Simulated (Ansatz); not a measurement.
# Σ3 (111) boundary in fcc Ir, starting shift (0, 0.5): structure and resistance

Aim: the relaxed structure and the specific resistance of the Σ3 (111) boundary in fcc Ir, starting shift (0, 0.5).

Method: Ansatz plane-wave DFT, PBE, PAW files; relaxation of a bicrystal slab with its lowest layers held; PAW set soft_1, in the first sound run; inputs show where later runs differ, in Ansatz 0.2.0.

## (1) The starting structure

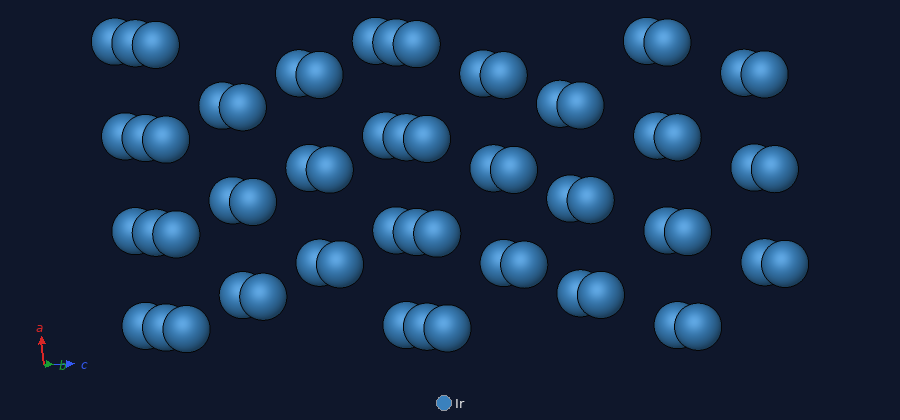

The cell as given, from the side, with the c axis across the page (iridium blue). 3×2×1 cells are drawn. Some periodic images of atoms are drawn too.

The cell holds 8 atoms: 8 Ir. Its edges and angles: a = 2.715 Å, b = 2.715 Å, c = 26.517 Å, α = 90.0°, β = 90.0°, γ = 120.0°. It derives from Ir. built on the (1 1 1) plane; 1 overlapping atoms removed and the grains opened by 0 Å. Vacuum lies along c.

As a file:

```cif
data_structure
_symmetry_space_group_name_H-M 'P 1'
_symmetry_Int_Tables_number 1
_cell_length_a 2.7149
_cell_length_b 2.7149
_cell_length_c 26.5168
_cell_angle_alpha 90.000
_cell_angle_beta 90.000
_cell_angle_gamma 120.000
_cell_volume 169.26
loop_
_atom_site_label
_atom_site_type_symbol
_atom_site_fract_x
_atom_site_fract_y
_atom_site_fract_z
_atom_site_occupancy
Ir1 Ir 0.00000 0.00000 0.18856 1
Ir2 Ir 0.33333 0.66667 0.27216 1
Ir3 Ir 0.66667 0.33333 0.35575 1
Ir4 Ir 0.00000 0.00000 0.43935 1
Ir5 Ir 0.66667 0.83333 0.52294 1
Ir6 Ir 0.33333 0.16667 0.60654 1
Ir7 Ir 0.00000 0.50000 0.69013 1
Ir8 Ir 0.66667 0.83333 0.77373 1
```

## (2) Relaxing the bicrystal

The boundary is built by mirroring the lower grain in the boundary plane and removing any atoms that overlap. A thin bicrystal slab is relaxed first, with the lowest layers held and the upper grain free to shift and open.

input.yaml reads:

```yaml
crystal:
  lattice:
    - [2.7148657757, 0.0, 0.0]
    - [-1.3574328878, 2.3511427296, 0.0]
    - [0.0, 0.0, 26.5167503645]
  atoms:
    - { symbol: Ir, position: [0.0, 1.0, 0.1885600585] }
    - { symbol: Ir, position: [0.3333333334, 0.6666666667, 0.2721554687] }
    - { symbol: Ir, position: [0.6666666667, 0.3333333333, 0.3557508789] }
    - { symbol: Ir, position: [0.0, 0.0, 0.4393462891] }
    - { symbol: Ir, position: [0.6666666667, 0.8333333333, 0.5229416992] }
    - { symbol: Ir, position: [0.3333333334, 0.1666666667, 0.6065371094] }
    - { symbol: Ir, position: [0.0, 0.5, 0.6901325196] }
    - { symbol: Ir, position: [0.6666666667, 0.8333333333, 0.7737279298] }
kpoints:
  mp_grid: { grid: [10, 10, 1] }
hamiltonian:
  xc: pbe
  pseudopotentials: { kind: paw, azcp: { folder: soft_1 } }
scf:
  occupations: { method: fermi_dirac, width: 0.1 }
relax:
  f_tol: 0.03
  max_steps: 80
  constraints: [{ sites: [0, 1] }]
```

On the command line:

```
$ ansatz run input.yaml --threads 4 --pin off --max-ram 15360MiB --backend cpu --events-out ev --progress --plain --runs-dir out
```

Numbers of over 12 decimals in the logs are rounded to 6 here.

The log of the run:

```text
Engine: ansatz 0.2.0, aarch64-unknown-linux-gnu
Pseudopotentials: kind: paw
Pseudopotential: Ir, paw, valence charge 17, recommended cutoff 420 eV (normal), soft_1/Ir.paw.azcp
Functional definition: PBE
  parameter kappa = 0.804
  parameter beta = 0.066725
  exchange = pbe_x(kappa = kappa, mu = beta*pi^2/3)
  correlation = pbe_c(beta = beta)
Crystal: 8 atoms, lattice volume = 169.257 Å³
Basis set: ecut = 420 eV, 3323 PW (Γ), exchange–correlation on 40×40×360 points (8 copies of the dense FFT grid, shifted against one another)
Bands: 82, of which v1, the nominal top of the filled ones, is band 68 counted from 1 (67 counted from 0)
Symmetry: 2 space group operations
Space group: Cm (ITA 8), of the structure as read, at distance tolerance 5.5e-5 Å
k-points: 31 of 100 (time reversal used)
Non-local potential: Ir, projectors of the file, l = 0: 3, l = 1: 2, l = 2: 2, l = 3: 1
PAW form: soft (Blöchl's): semilocal exchange-correlation on the pseudo side does not see the compensation charge
PAW one-centre angular grid: Ir, 590 points (default); XC on 64 Gauss nodes
Initial density: superposition of atomic densities (neutral atoms: chi_scale 0, normalization atom)
Initial wavefunctions: pseudopotential atomic-orbital guess
Functional: x = pbe(κ = 0.804, μ = 0.219515), c = pbe(β = 0.066725)
iter 1 solved again at ethr=2.14e-3 eV; its pass at ethr=3.10e-3 eV (dr2=2.91e0 eV) is discarded
SCF iter   1: F=—  HF=-95492.891575 eV  |F-HF|=—  |Δ(HF+E_count)|=         —  Δρ=4.04e-2  dr2=2.94e0  ethr=2.14e-3  ⟨swp⟩=1.4  Hψ=13427  notcnv=0
preconditioner: auto → LDOS  [metal: Δε(μ)=0.013 eV  Ē_g=6.826 eV  σ=0.100 eV  W_gap=0.03  n_scr=22 (ndim 8)  ℏωp=24.2 eV  f_vac=0.290  D(μ)=7.73/eV (n_scr^D=78)  β→1.0]
SCF iter   2: F=—  HF=-95492.840945 eV  |F-HF|=—  |Δ(HF+E_count)|=   5.06e-2  Δρ=3.09e-2  dr2=2.72e0  ethr=2.14e-3  ⟨swp⟩=4.0  Hψ=5463  notcnv=0  defer=3
SCF iter   3: F=—  HF=-95492.176200 eV  |F-HF|=—  |Δ(HF+E_count)|=   6.65e-1  Δρ=4.90e-3  dr2=9.76e-2  ethr=2.00e-3  ⟨swp⟩=3.3  Hψ=5060  notcnv=0  defer=39
SCF iter   4: F=—  HF=-95492.160172 eV  |F-HF|=—  |Δ(HF+E_count)|=   1.60e-2  Δρ=2.13e-3  dr2=1.66e-2  ethr=7.18e-5  ⟨swp⟩=2.7  Hψ=5142  notcnv=0  defer=39
SCF iter   5: F=—  HF=-95492.156925 eV  |F-HF|=—  |Δ(HF+E_count)|=   3.25e-3  Δρ=5.95e-4  dr2=8.59e-4  ethr=1.22e-5  ⟨swp⟩=2.6  Hψ=4444  notcnv=0  defer=39
SCF iter   6: F=—  HF=-95492.157011 eV  |F-HF|=—  |Δ(HF+E_count)|=   8.64e-5  Δρ=2.63e-4  dr2=2.82e-4  ethr=6.32e-7  ⟨swp⟩=2.8  Hψ=4641  notcnv=0  defer=39
SCF iter   7: F=—  HF=-95492.157045 eV  |F-HF|=—  |Δ(HF+E_count)|=   3.42e-5  Δρ=1.65e-4  dr2=7.74e-5  ethr=2.07e-7  ⟨swp⟩=2.0  Hψ=3644  notcnv=0  defer=39
SCF iter   8: F=-95492.157045 eV  HF=-95492.157051 eV  |F-HF|=5.91e-6  |Δ(HF+E_count)|=   5.38e-6  Δρ=5.51e-5  dr2=1.12e-5  ethr=1.65e-8  ⟨swp⟩=5.9  Hψ=9612  notcnv=0
SCF 1 converged in 8 iterations: F = -95492.157045 eV  dr2 = 1.12e-5
  greatest PAW one-centre occupation: 1.000 electrons in one spin orbital (limit 2), on the Ir atom at site 5 (counted from 0), in its partial waves of l = 0
relax step   1: F+E_penalty+E_count = -95492.15704468 eV  Δ(F+E_penalty+E_count) = +0.000e0 eV  max|allowed force component| = 3.229e0 eV/Å  Δτ_max = 0.0000 Å  (8 SCF iters, dr2 threshold 2.25e-5 eV, accepted)
Initial density: handed on by an earlier stage of this run
Initial wavefunctions: those handed on with the density
iter 1 solved again at ethr=1.86e-4 eV; its pass at ethr=3.10e-3 eV (dr2=2.53e-1 eV) is discarded
SCF iter   1: F=—  HF=-95492.556992 eV  |F-HF|=—  |Δ(HF+E_count)|=         —  Δρ=1.43e-2  dr2=2.52e-1  ethr=1.86e-4  ⟨swp⟩=1.5  Hψ=10698  notcnv=0  defer=32
preconditioner: auto → LDOS  [metal: Δε(μ)=0.022 eV  Ē_g=6.655 eV  σ=0.100 eV  W_gap=0.05  n_scr=22 (ndim 8)  ℏωp=24.2 eV  f_vac=0.290  D(μ)=8.14/eV (n_scr^D=90)  β→1.0]
SCF iter   2: F=—  HF=-95492.568668 eV  |F-HF|=—  |Δ(HF+E_count)|=   1.17e-2  Δρ=4.71e-3  dr2=1.09e-1  ethr=1.85e-4  ⟨swp⟩=2.0  Hψ=4312  notcnv=0  defer=32
SCF iter   3: F=—  HF=-95492.551984 eV  |F-HF|=—  |Δ(HF+E_count)|=   1.67e-2  Δρ=2.52e-3  dr2=3.35e-2  ethr=7.98e-5  ⟨swp⟩=2.9  Hψ=5343  notcnv=0  defer=32
SCF iter   4: F=—  HF=-95492.544630 eV  |F-HF|=—  |Δ(HF+E_count)|=   7.35e-3  Δρ=8.16e-4  dr2=2.28e-3  ethr=2.46e-5  ⟨swp⟩=2.2  Hψ=3813  notcnv=0  defer=34
SCF iter   5: F=—  HF=-95492.544102 eV  |F-HF|=—  |Δ(HF+E_count)|=   5.28e-4  Δρ=1.89e-4  dr2=1.45e-4  ethr=1.67e-6  ⟨swp⟩=2.5  Hψ=4619  notcnv=0  defer=35
SCF iter   6: F=-95492.544061 eV  HF=-95492.544073 eV  |F-HF|=1.17e-5  |Δ(HF+E_count)|=   2.94e-5  Δρ=6.40e-5  dr2=1.58e-5  ethr=7.35e-8  ⟨swp⟩=3.1  Hψ=10840  notcnv=0
SCF 2 converged in 6 iterations: F = -95492.544061 eV  dr2 = 1.58e-5
  greatest PAW one-centre occupation: 1.000 electrons in one spin orbital (limit 2), on the Ir atom at site 2 (counted from 0), in its partial waves of l = 0
relax step   2: F+E_penalty+E_count = -95492.54406079 eV  Δ(F+E_penalty+E_count) = -3.870e-1 eV  max|allowed force component| = 6.295e-1 eV/Å  Δτ_max = 0.1924 Å  (6 SCF iters, dr2 threshold 1.00e-4 eV, accepted)
SCF iter   1: F=—  HF=-95492.745478 eV  |F-HF|=—  |Δ(HF+E_count)|=         —  Δρ=1.50e-2  dr2=8.97e-1  ethr=2.17e-3  ⟨swp⟩=6.4  Hψ=7357  notcnv=0  defer=17
preconditioner: auto → LDOS  [metal: Δε(μ)=0.004 eV  Ē_g=6.595 eV  σ=0.100 eV  W_gap=0.01  n_scr=22 (ndim 8)  ℏωp=24.2 eV  f_vac=0.285  D(μ)=8.23/eV (n_scr^D=90)  β→1.0]
SCF iter   2: F=—  HF=-95492.736847 eV  |F-HF|=—  |Δ(HF+E_count)|=   8.63e-3  Δρ=3.07e-3  dr2=2.40e-2  ethr=6.60e-4  ⟨swp⟩=2.0  Hψ=3501  notcnv=0  defer=35
SCF iter   3: F=—  HF=-95492.734724 eV  |F-HF|=—  |Δ(HF+E_count)|=   2.12e-3  Δρ=1.96e-3  dr2=2.46e-2  ethr=1.77e-5  ⟨swp⟩=3.0  Hψ=5692  notcnv=0  defer=35
SCF iter   4: F=—  HF=-95492.730550 eV  |F-HF|=—  |Δ(HF+E_count)|=   4.17e-3  Δρ=6.88e-4  dr2=2.86e-3  ethr=1.77e-5  ⟨swp⟩=2.1  Hψ=3872  notcnv=0  defer=35
SCF iter   5: F=—  HF=-95492.729896 eV  |F-HF|=—  |Δ(HF+E_count)|=   6.54e-4  Δρ=1.30e-4  dr2=8.29e-5  ethr=2.10e-6  ⟨swp⟩=2.6  Hψ=4108  notcnv=0  defer=35
SCF iter   6: F=-95492.729868 eV  HF=-95492.729882 eV  |F-HF|=1.37e-5  |Δ(HF+E_count)|=   1.42e-5  Δρ=4.92e-5  dr2=1.58e-5  ethr=1.82e-8  ⟨swp⟩=5.8  Hψ=10583  notcnv=0
SCF 3 converged in 6 iterations: F = -95492.729868 eV  dr2 = 1.58e-5
relax step   3: F+E_penalty+E_count = -95492.72986790 eV  Δ(F+E_penalty+E_count) = -1.858e-1 eV  max|allowed force component| = 4.188e-1 eV/Å  Δτ_max = 0.1941 Å  (6 SCF iters, dr2 threshold 2.48e-5 eV, accepted)
[...]
relax step   4: F+E_penalty+E_count = -95492.87586282 eV  Δ(F+E_penalty+E_count) = -1.460e-1 eV  max|allowed force component| = 2.643e-1 eV/Å  Δτ_max = 0.1940 Å  (6 SCF iters, dr2 threshold 1.10e-5 eV, accepted)
[...]
relax step   5: F+E_penalty+E_count = -95492.92936898 eV  Δ(F+E_penalty+E_count) = -5.351e-2 eV  max|allowed force component| = 1.185e-1 eV/Å  Δτ_max = 0.2000 Å  (6 SCF iters, dr2 threshold 2.78e-5 eV, accepted)
[...]
relax step   6: F+E_penalty+E_count = -95492.95386164 eV  Δ(F+E_penalty+E_count) = -2.449e-2 eV  max|allowed force component| = 4.597e-2 eV/Å  Δτ_max = 0.2000 Å  (7 SCF iters, dr2 threshold 2.82e-6 eV, accepted)
SCF iter   1: F=—  HF=-95492.958210 eV  |F-HF|=—  |Δ(HF+E_count)|=         —  Δρ=6.66e-3  dr2=2.88e-2  ethr=4.78e-4  ⟨swp⟩=5.4  Hψ=6882  notcnv=0  defer=34
preconditioner: auto → LDOS  [metal: Δε(μ)=0.026 eV  Ē_g=6.621 eV  σ=0.100 eV  W_gap=0.07  n_scr=22 (ndim 8)  ℏωp=24.2 eV  f_vac=0.289  D(μ)=8.07/eV (n_scr^D=90)  β→1.0]
SCF iter   2: F=—  HF=-95492.958317 eV  |F-HF|=—  |Δ(HF+E_count)|=   1.07e-4  Δρ=1.54e-3  dr2=3.63e-3  ethr=2.12e-5  ⟨swp⟩=2.8  Hψ=5331  notcnv=0  defer=35
SCF iter   3: F=—  HF=-95492.956977 eV  |F-HF|=—  |Δ(HF+E_count)|=   1.34e-3  Δρ=4.76e-4  dr2=3.65e-4  ethr=2.67e-6  ⟨swp⟩=2.7  Hψ=5182  notcnv=0  defer=35
SCF iter   4: F=—  HF=-95492.956859 eV  |F-HF|=—  |Δ(HF+E_count)|=   1.18e-4  Δρ=1.29e-4  dr2=6.83e-5  ethr=2.68e-7  ⟨swp⟩=2.4  Hψ=4647  notcnv=0  defer=35
SCF iter   5: F=—  HF=-95492.956945 eV  |F-HF|=—  |Δ(HF+E_count)|=   8.56e-5  Δρ=3.12e-5  dr2=3.92e-6  ethr=5.02e-8  ⟨swp⟩=2.9  Hψ=4648  notcnv=0  defer=35
SCF iter   6: F=—  HF=-95492.956946 eV  |F-HF|=—  |Δ(HF+E_count)|=   1.06e-6  Δρ=1.04e-5  dr2=2.99e-7  ethr=2.88e-9  ⟨swp⟩=2.5  Hψ=4038  notcnv=0  defer=34
SCF iter   7: F=-95492.956946 eV  HF=-95492.956946 eV  |F-HF|=3.41e-9  |Δ(HF+E_count)|=   8.92e-9  Δρ=4.15e-6  dr2=5.20e-8  ethr=7.35e-11  ⟨swp⟩=6.1  Hψ=10264  notcnv=0
SCF 7 converged in 7 iterations: F = -95492.956946 eV  dr2 = 5.20e-8
relax step   7: F+E_penalty+E_count = -95492.95694569 eV  Δ(F+E_penalty+E_count) = -3.084e-3 eV  max|allowed force component| = 1.165e-2 eV/Å  Δτ_max = 0.0948 Å  (7 SCF iters, accepted)
SCF converged after 7 iterations
Free energy (F): -95492.956946 eV
Harris-Foulkes:  -95492.956946 eV  (|F-HF|=3.41e-9)
Internal energy: -95492.686925 eV  (E = F + TS)
E sigma→0 (E₀):  -95492.821935 eV
Entropy (-TS):   -0.270021 eV (-33.753 meV/atom)
Fermi energy:    15.413834 eV
--- Per-component energies (eV) ---
  E_band       = -2050.000264
  E_kinetic    = 4314.685923
  E_local      = -133092.971904  (includes V_loc(G=0)·N_el)
  E_nonlocal   = 1519.374895
  E_hartree    = 64751.394821
  E_xc         = -1839.354106
  E_vxc        = -2049.961602  (∫ρ·V_xc dr)
  E_paw        = -74121.055013  (= ΣΔE_a)
  E_vpaw       = -2243.913573  (= ΣTr[D̂ρ^β])
  E_aug_tail   = 0.002800  (compensation charges beyond the density's cutoff)
  E_ewald      = 42975.235659
  E_smearing   = -0.270021  (= −TS)
  E_closure    = -0.000000  (closes the sum)
  Σ components = -95492.956946   (vs F -95492.956946, Δ=0.00e0)
--- Forces (eV/Å), atoms counted from 1 ---
  atom   1  Ir    -0.00020969    -0.00012106     0.20016208
  atom   2  Ir    -0.00527834    -0.00304745    -0.21661694
  atom   3  Ir     0.00696385     0.00402058     0.01165037
  atom   4  Ir     0.00100238     0.00057873     0.00960026
  atom   5  Ir    -0.00811866    -0.00468731    -0.00468093
  atom   6  Ir     0.00988842     0.00570908    -0.00631142
  atom   7  Ir    -0.00604031    -0.00348738     0.00364297
  atom   8  Ir     0.00180312     0.00104103     0.00256924
  max |Σ_I F_I| component: 1.56e-5 eV/Å
--- Relaxed structure (7 steps of the walk, 7 accepted, 0 SCFs on fresh bases) ---
  F+E_penalty+E_count = -95492.95694569 eV   max|allowed force component| = 1.165e-2 eV/Å
  atoms:
    - { symbol: Ir, position: [0.0, 1.000000, 0.188560] }
    - { symbol: Ir, position: [0.333333, 0.6666666667, 0.2721554687] }
    - { symbol: Ir, position: [0.665716, 0.332858, 0.356326] }
    - { symbol: Ir, position: [-0.000570308, -0.000285154, 0.440944] }
    - { symbol: Ir, position: [0.333198, 0.666599, 0.526271] }
    - { symbol: Ir, position: [-0.00152372, -0.00076186, 0.611761] }
    - { symbol: Ir, position: [-0.334006, 0.332997, 0.695588] }
    - { symbol: Ir, position: [0.332429, 0.666214, 0.778567] }
```

Elapsed: 56 s, on 4 threads of Arm Neoverse V1, shared host; peak memory 0.74 GiB; 3.7 min of CPU time.

The steps of the relaxation:

```
step  energy less that of the first step (eV)  largest force component (eV/Å)
   1                                   0.0000                          3.2288
   2                                  -0.3870                          0.6295
   3                                  -0.5728                          0.4188
   4                                  -0.7188                          0.2643
   5                                  -0.7723                          0.1185
   6                                  -0.7968                          0.0460
   7                                  -0.7999                          0.0117
```

Forces are held to the 2 operations that the run works with; a distortion that breaks them can't arise in this run.

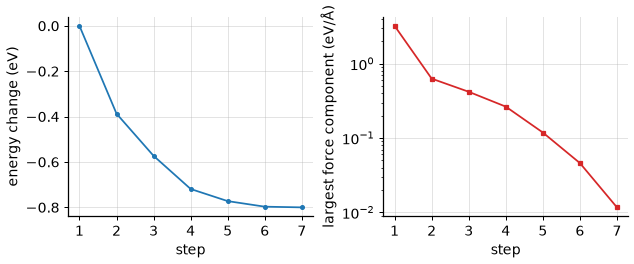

Energy and largest force along the relaxation.

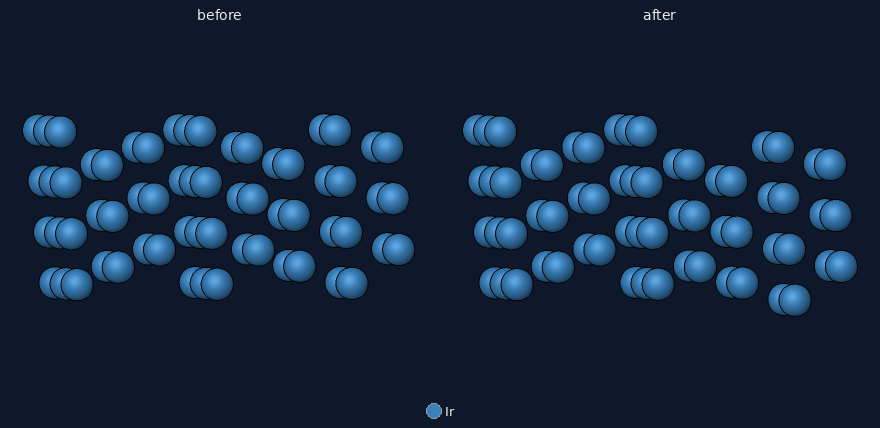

Before and after, at one scale.

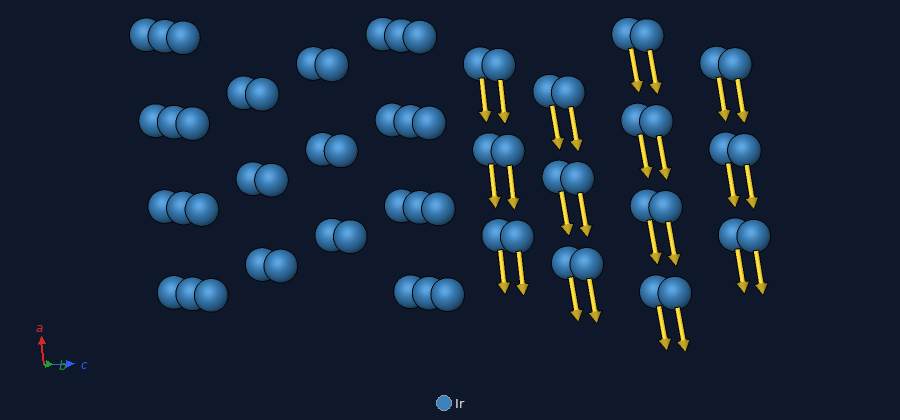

Displacements in the relaxation, exaggerated; the longest in the cell stands for 0.80 Å. 3×2×1 cells are drawn. Some periodic images of atoms are drawn too.

The atoms that moved most (Å):

```
atom      dx      dy     dz  length
 Ir6  -0.682  -0.394  0.139   0.799
 Ir7  -0.680  -0.393  0.145   0.799
 Ir8  -0.681  -0.393  0.128   0.796
 Ir5  -0.679  -0.392  0.088   0.789
 Ir4  -0.001  -0.001  0.042   0.042
 Ir3  -0.002  -0.001  0.015   0.015
```

This step gave:

- free energy: -95492.9569 eV
- energy at zero smearing: -95492.8219 eV
- Fermi energy: 15.41 eV

The largest force component on a free atom ends at 0.012 eV/Å, under the tolerance of 0.03, after 7 steps.

(Continued in part 2 of 3.)

[Logs are printed without paths, hosts, clocks, repeated set-up lines and the standing remarks that a program may print on its own settings, such as how far it seeks lower states.]

[Hosts, paths, dates, database ids (printed as entryN), source tags and the programs' standing remarks are cut or masked in the printed files.]
